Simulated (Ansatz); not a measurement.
# Fields on a plane of Li2O (anti-fluorite)

```yaml
crystal:
  lattice:
    - [0.00000, 2.31309, 2.31309]
    - [2.31309, 0.00000, 2.31309]
    - [2.31309, 2.31309, 0.00000]
  atoms:
    - { symbol: Li, position: [0.75000, 0.75000, 0.75000] }
    - { symbol: Li, position: [0.25000, 0.25000, 0.25000] }
    - { symbol: O, position: [0.00000, 0.00000, 0.00000] }
```

The slice is a {110} plane (indices of the conventional cell) through the point (0.250, 0.250, 0.250) (fractional), spanned by u = [100] and v = [1 -1 -1] in vectors of this cell: u (3.27 Å) and v (4.63 Å, at 90° to u). It covers one period; positions are fractions (u, v).

Atoms on it: Li at (0.00, 0.50); Li at (0.00, 0.00); O at (0.50, 0.25).

Calculation: PBE (plane waves to 420 eV, PAW, scalar-relativistic; Ansatz, a quantum-chemistry and plane-wave program). k mesh 12×12×12. Near the nuclei the fields are pseudised (PAW); where an atom keeps semicore shells as valence, they peak there. Li2O was relaxed with its symmetry unable to fall.

```
|xxx400023444320004xx|
|xx71000012221000017x|
|43100000001000000013|
|00000000000000000000|
|00000000000000000000|
|00000000000000000000|
|00000000000000000000|
|00000000000000000000|
|00000000000000000000|
|00000000000000000000|
|43100000001000000013|
|xx71000012221000017x|
|xxx400023444320004xx|
|xxx500145666541005xx|
|xxx200367888763003xx|
|xx50026899999862005x|
|53101589999999851003|
|00004899999999984000|
|000369999xxx99997300|
|00258999xxxxx9998520|
|00268999xxxxx9998620|
|00258999xxxxx9998520|
|000379999xxx99996300|
|00004899999999984000|
|53001589999999851013|
|xx50026899999862005x|
|xxx300367888763002xx|
|xxx500145666541005xx|
```
Scale: ten equal steps from 0.01 (start of '0') to 0.83 (end of '9'), in the order '0123456789'. Values: electron localisation function (ELF). The map has 20 points along u (one character each, u = 0 at the left) and 28 along v (v = 0 in the bottom row). Points within 0.4 Å of a nucleus are blanked (x), as the pseudised field means little there.

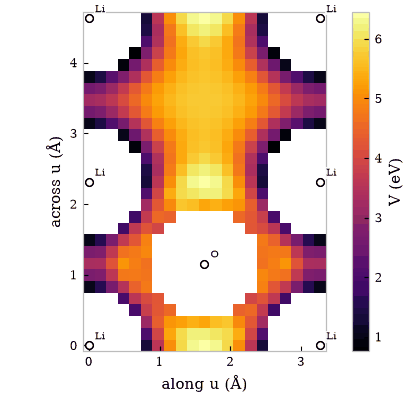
Electrostatic potential energy of an electron, from the cell's mean, in eV, one period of the plane, atoms marked. Points within 0.8 Å of a nucleus are left white, as the pseudised field means little there. The zero, the cell's mean, hangs on the PAW cores.

- Density on the Li–O line (2.00 Å) at its density minimum, 0.8 Å from Li = 0.19 e/Å³
- ELF at that point = 0.0
- Character of the Li–O contact (rough rule: ELF there above 0.7 covalent, below 0.2 ionic, polar between) = closed-shell (ionic)
